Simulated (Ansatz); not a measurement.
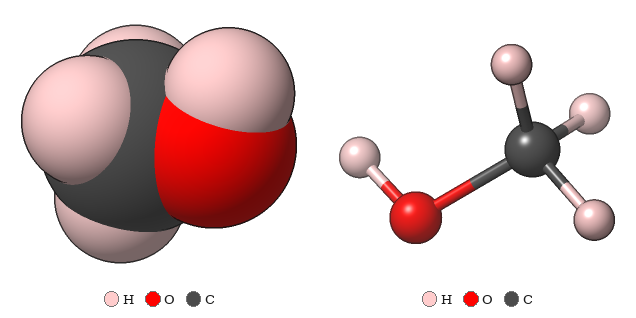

Two views of one molecule.

The geometry was computed by an optimisation with PBE0-D4/def2-TZVP.

> Count the atoms of each element.

CH4O, 6 atoms: 1 carbon, 4 hydrogen and 1 oxygen.

> Which point group does it belong to?

Cs.

> How many bonds of each kind are drawn?

3 C–H, 1 O–H, 1 C–O. Sticks follow a distance rule.

> How many atoms are distinct by symmetry?

5: 1 H, 1 O, 1 C, 2 H, 1 H.

More results for the same structure follow; atom numbers are the same in all pictures, views and colours differ.

### Shape

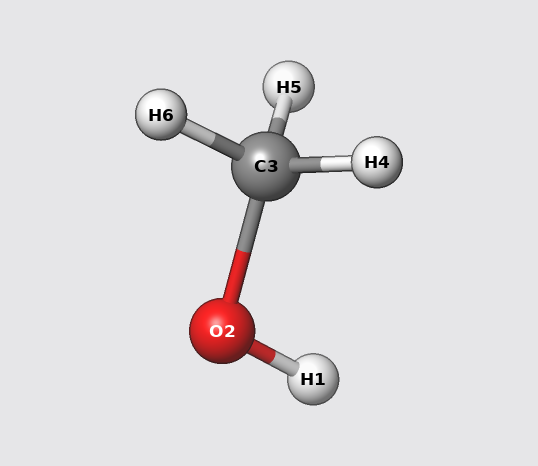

Numbered structure.

What are the angles H1–O2–C3, O2–C3–H4, O2–C3–H6, H4–C3–H5, H4–C3–H6?

```json
{"angle": "H1–O2–C3", "degrees": "108.5"}
{"angle": "O2–C3–H4", "degrees": "112.4"}
{"angle": "O2–C3–H6", "degrees": "107.0"}
{"angle": "H4–C3–H5", "degrees": "108.6"}
{"angle": "H4–C3–H6", "degrees": "108.1"}
```

### Electronic properties

Properties computed with RKS PBE0-D4/def2-TZVP (Ansatz 0.2.0).

What does the calculation give?

- dipole moment: 1.67 D
- harmonic zero-point energy: 135.0 kJ/mol

### Thermal motion

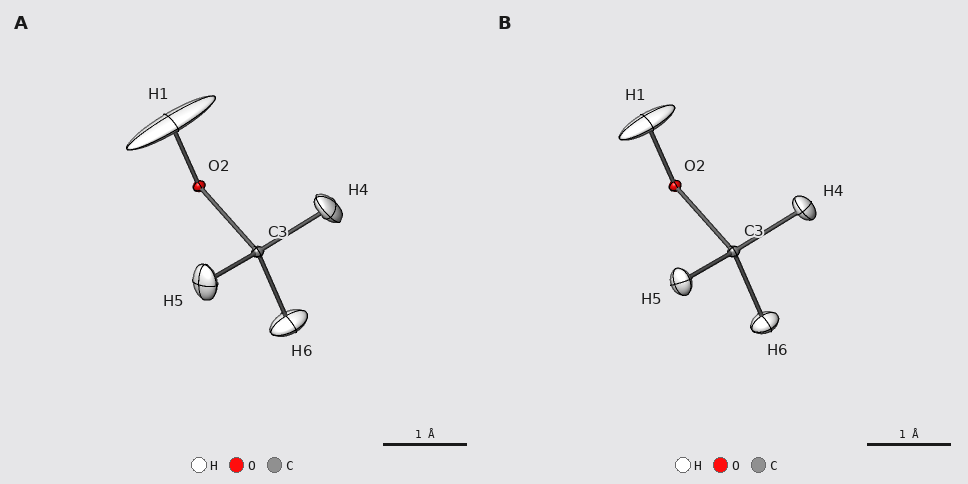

Displacement ellipsoids at the 50 % level, from the internal vibrations of the free molecule (harmonic, no overall translation or rotation; no half-axis is drawn under 0.075 Å). Vibrations computed with RKS PBE0-D4/def2-TZVP (Ansatz 0.2.0). One panel is for 298 K, the other for 900 K.

> Which panel is for 900 K?

A.

> How much does the mean-square displacement of H1 grow, and why?

U_eq goes from 0.0268 to 0.0625 Å², a factor of 2.3. Modes below kT (626 cm⁻¹ at 900 K) grow about in proportion to T, and the lowest lies at 308 cm⁻¹; the mean-square amplitude of a mode is its zero-point value times coth(ħω/2kT), which comes close to 1 only above about 3kT.

### Charges

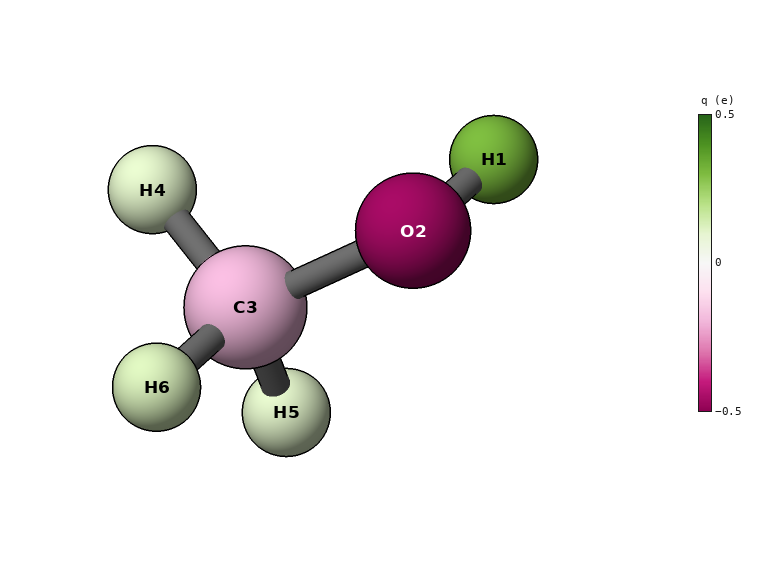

Atoms are coloured by their Mulliken charges. Method: RKS PBE0-D4/def2-TZVP (Ansatz 0.2.0).

List the Mulliken charges.

| atom | value (e) |
| --- | --- |
| H1 | 0.31 |
| O2 | −0.46 |
| C3 | −0.19 |
| H4 | 0.11 |
| H5 | 0.11 |
| H6 | 0.13 |

Mulliken values depend strongly on the basis set and can even reverse the polarity of a bond.
